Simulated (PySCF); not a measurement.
## Electronic structure of C₂H₈AlAs (SMILES [CH3][Al]([CH3])[AsH2]) in real space

```xyz
12

C    -0.3320    1.8780    0.0349
Al    0.1370   -0.0456    0.2942
C    -1.2578   -1.4464    0.0128
As    2.4123   -0.6731    0.8487
H    -1.3222    2.1251    0.4337
H    -0.3485    2.1791   -1.0199
H     0.3845    2.5461    0.5320
H    -2.1719   -1.2554    0.5862
H    -0.9101   -2.4479    0.3002
H    -1.5728   -1.5182   -1.0355
H     2.2166   -1.6921   -0.2567
H     2.7660    0.3498   -0.2123
```

Geometry: GFN2-xTB.

Theory: CAM-B3LYP/def2-SVPD, SCF density, gas phase (PySCF).

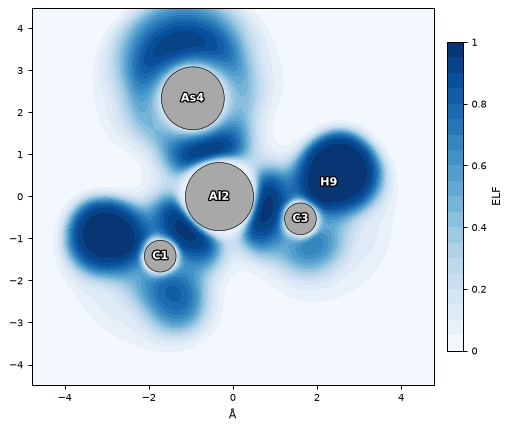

Figure 1. ELF on the plane of atoms C1, Al2 and C3. Grey discs cover the atomic cores.

> Read the bonding off the picture.

- Atoms in the plane: C, Al, As and H.
- C–Al (2.00 Å): the ELF peaks at about 0.95 between the atoms: a shared but strongly polarised pair.
- Al–As (2.42 Å): the ELF peaks at about 0.95 between the atoms: localised, covalent bonding.
- C–H (1.10 Å): the ELF climbs to about 1 towards the hydrogen, as it does in any bond to H (a covalent bond by its length).
- The ELF also peaks beside As4, away from the bonds: lone-pair regions.

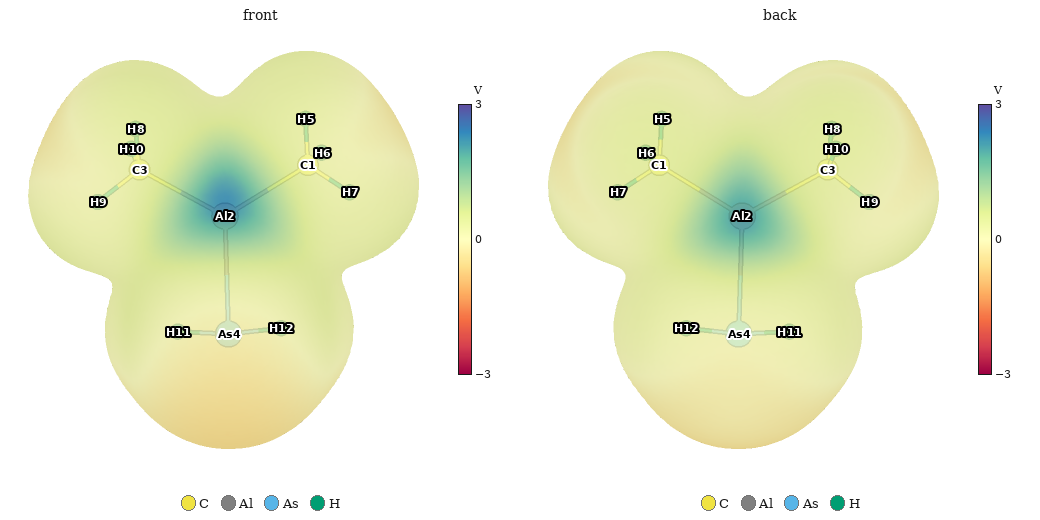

Figure 2. The electrostatic potential painted on the density surface at 0.001 e/bohr³, seen from the front and from behind; red is negative and blue positive.

> Where is the surface potential most negative and most positive?

The most negative region (about −0.6 V) lies over As4, the most positive (about +2.1 V) over Al2.

> How polar is the molecule by this calculation?

Its dipole moment is 0.97 D.
